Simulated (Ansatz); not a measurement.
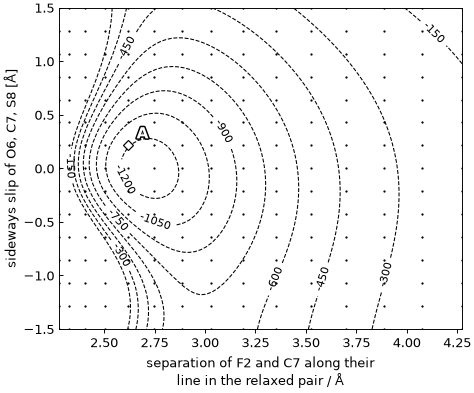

The pair CH₃F···COS. First axis: separation of F2 and C7 along their line in the relaxed pair. Second axis: sideways slip of O6, C7, S8. Nothing is relaxed (both partners rigid). The grid has 15 × 15 points. Points are written as (first, second). All energies are given in cm⁻¹ relative to the two partners far apart, frozen as in the relaxed pair, each in its own basis (no counterpoise correction). Theory: RKS SPW92 (LDA)/def2-SVPD in Ansatz.

The picture shows contour lines labelled in cm⁻¹ (none above −150), dots at the grid points, the point A. Between grid points the surface is interpolated.

**Which way does the force act at A, and how strong is it?**

A, at (2.620 Å, 0.214 Å), is not a stationary point. The computed force is 930 cm⁻¹ for each Å towards larger values of the first coordinate and 500 cm⁻¹ for each Å towards smaller values of sideways slip of O6, C7, S8.
